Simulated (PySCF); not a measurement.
Vertical excitations of a molecule C4H5N from TDA-LC-ωPBE/def2-SVPD run with PySCF, as energy in eV (oscillator strength): 6.66 (0.000), 6.95 (0.206), 7.08 (0.005), 7.46 (0.035), 7.62 (0.000), 7.76 (0.026), 8.24 (0.033), 8.38 (0.000), 8.42 (0.000), 8.66 (0.021). Lowest triplet (TDA): 4.20 eV. Geometry optimised at B3LYP-D3(BJ)/def2-SVP. The values are those of a single conformer.

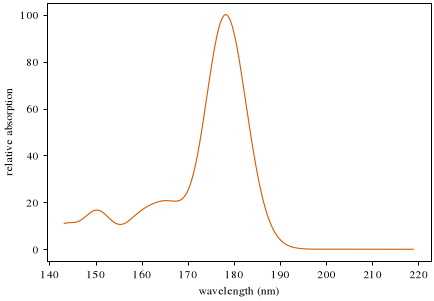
Figure: The lines broadened by 0.4 eV.

Task: Which structure fits?
A. C#C/C=N/C
B. C/C=C/C#N
C. C1=CCN=C1
D. c1cc[nH]c1

Result: D, c1cc[nH]c1
